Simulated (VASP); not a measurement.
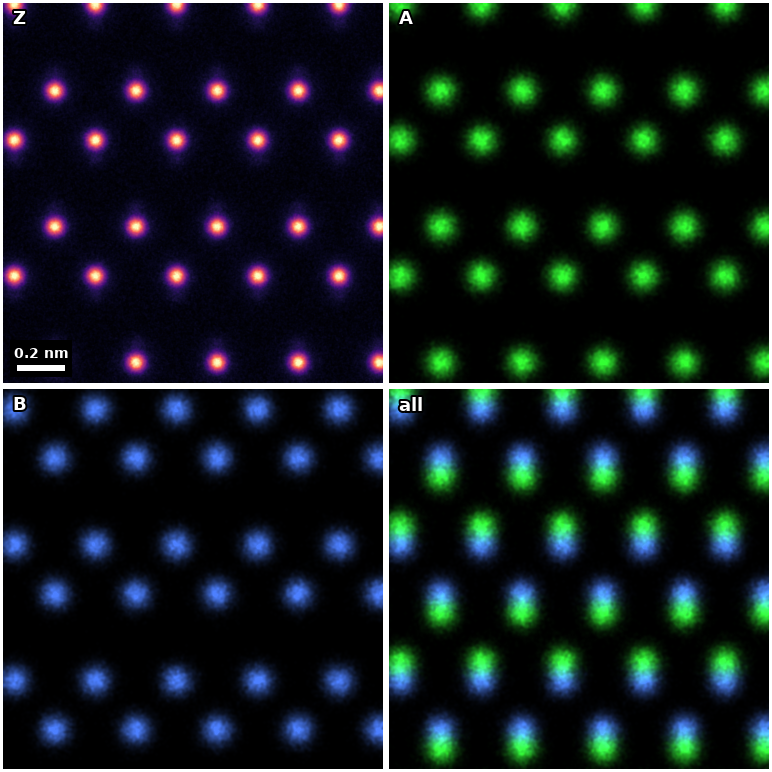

MgW (P2/c, No. 13) along [1 0 -1]. Panel Z: Simulated incoherent Z contrast: every atom adds Z^1.8 spread by a probe of 0.52 Å full width; channelling and multiple scattering are left out. The probe carries 25 % of its weight in a tail 2.5 times as wide. The display is stretched by a gamma of 0.8; percentages refer to the linear signal. Shot noise was added. The other panels are simulated element maps (the number of atoms of one element along the beam, blurred by 0.9 Å, with counting noise; each on its own scale, no channelling); the last overlays them. Model: an entry of the Crystallography Open Database, as set up for an electronic-structure calculation.

```
W Mg
1.0
     4.68000    0.00000    0.00000
     0.00000    5.66000    0.00000
    -0.02834    0.00000    4.91992
W Mg
2 2
Direct
  0.00000 0.18200 0.25000
  0.00000 0.81800 0.75000
  0.50000 0.68000 0.25000
  0.50000 0.32000 0.75000
```

Q: Which element does each lettered map show?

A: W, B: Mg. The projected cell (3.38 × 5.66 Å, 90°) holds 4 columns: 2 of W and 2 of Mg. No column is shared by two of the mapped elements.
